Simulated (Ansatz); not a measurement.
CH9GeN3O

The calculation's input:

```
crystal:
  periodic: [false, false, false]
  atoms:
    - {symbol: C, position_ang: [-0.306083, -1.690337, 1.374358]}
    - {symbol: Ge, position_ang: [0.232959, 0.443853, -0.301661]}
    - {symbol: N, position_ang: [0.038725, -0.646321, -1.749335]}
    - {symbol: "N", position_ang: [1.683387, 1.533078, -0.233845]}
    - {symbol: N, position_ang: [-1.309986, 1.408936, -0.268542]}
    - {symbol: O, position_ang: [0.550041, -0.622293, 1.090192]}
    - {symbol: H, position_ang: [0.140273, -2.301072, 2.176397]}
    - {symbol: H, position_ang: [-0.474271, -2.343949, 0.498133]}
    - {symbol: H, position_ang: [-1.299556, -1.350299, 1.728944]}
    - {symbol: H, position_ang: [0.878559, -1.170462, -1.980029]}
    - {symbol: H, position_ang: [-0.279987, -0.165338, -2.586159]}
    - {symbol: H, position_ang: [1.513113, 2.509058, -0.452878]}
    - {symbol: H, position_ang: [2.209855, 1.453312, 0.631152]}
    - {symbol: H, position_ang: [-1.437605, 2.010080, 0.539540]}
    - {symbol: H, position_ang: [-2.161225, 0.880951, -0.436867]}
basis:
  gaussian: {orbitals: def2-SVPD}
output: {forces: true, orbitals: {seedname: orbitals}}
magnetization: {spin_polarized: false}
hamiltonian: {xc: {name: PBE0}}
```

Command:

```sh
ansatz run input.yaml --threads 2 --pin off --max-ram 6090MiB --events-out events.jsonl --progress --plain --runs-dir runs
```

Geometry: PBE0-D4/def2-SVP.

These are results of Ansatz, isolated molecule in a Gaussian basis; Kohn-Sham density functional theory, functional PBE0, not measurements.

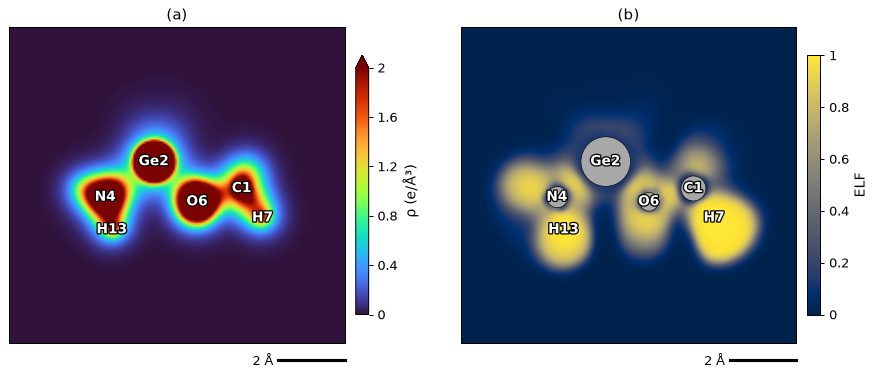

Figure 1. (a) electron density; (b) electron localisation function on the plane of atoms C1, O6 and Ge2. Grey discs cover the atomic cores in the ELF map.

### Read the bonding off the picture.

- Atoms in the plane: C, Ge, N, O and H.
- C–O (1.40 Å): the density is about 2.1 e/Å³ at the midpoint, with its minimum of 1.8 e/Å³ about 0.5 Å from C; the ELF peaks at about 0.85 between the atoms: a shared but strongly polarised pair.
- Ge–O (1.78 Å): ρ is about 0.95 e/Å³ halfway; the ELF peaks at about 0.85 in the valence shell of O, 0.6 Å from its nucleus, and is about 0.30 at the midpoint.
- Ge–N (1.82 Å): the density is about 1 e/Å³ at the midpoint; the ELF peaks at about 0.90 in the valence shell of N, 0.6 Å from its nucleus, and is about 0.50 at the midpoint.
- N–H (1.02 Å): ρ is about 2.8 e/Å³ halfway; the ELF climbs to about 1 towards the hydrogen, as it does in any bond to H: an ordinary covalent bond to hydrogen.
- C–H (1.10 Å): the density is about 1.9 e/Å³ at the midpoint; the ELF climbs to about 1 towards the hydrogen; a covalent bond by its length.
- The ELF also peaks beside O6, away from the bonds: lone-pair regions.

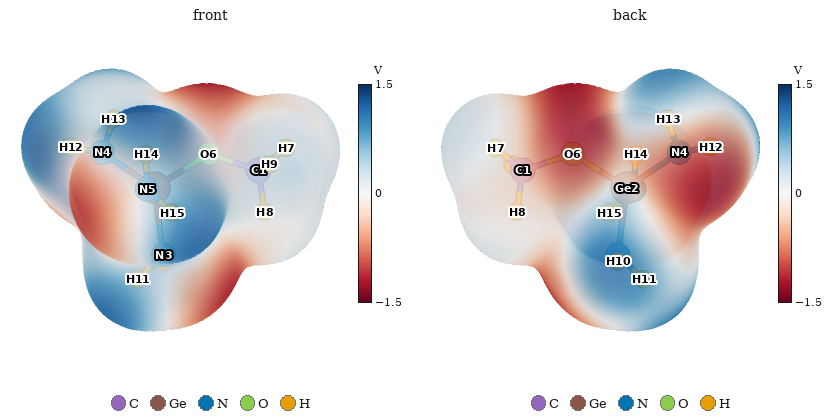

Figure 2. The electrostatic potential painted on the density surface at 0.001 e/bohr³, seen from the front and from behind; the colour scale runs from red (negative) to blue (positive).

### Which sites attract a positive test charge, and which a negative one?

A positive charge is drawn to the negative regions and a negative charge to the positive ones. The most negative region (about −1.3 V) lies over N4 and O6, the most positive (about +1.2 V) over H14 and H15.

### What dipole moment does the calculation give?

Its dipole moment is 1.22 D.

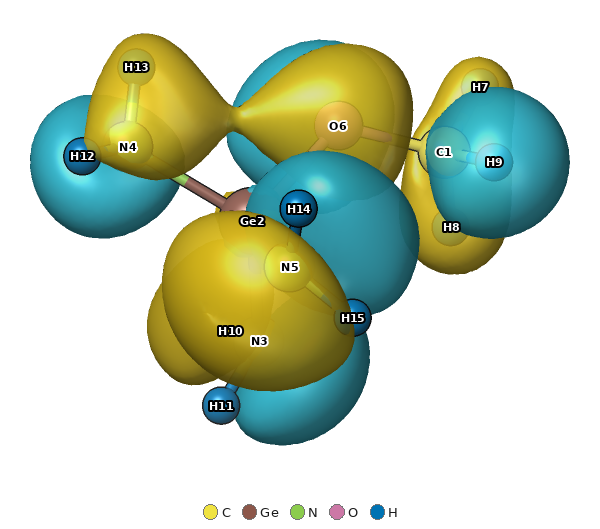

Figure 3. The HOMO−1 at ±0.06 Å⁻³ᐟ² (yellow and cyan are the two phases), seen at a tilt.

### Describe this orbital and give its energy.

It lies mainly on O6 (about 25 %), N5 (about 25 %), N3 (about 10 %), N4 (about 10 %) and Ge2 (about 10 %); largely a combination of lone pairs on O6, N5, N3 and N4. Its energy is −7.52 eV.
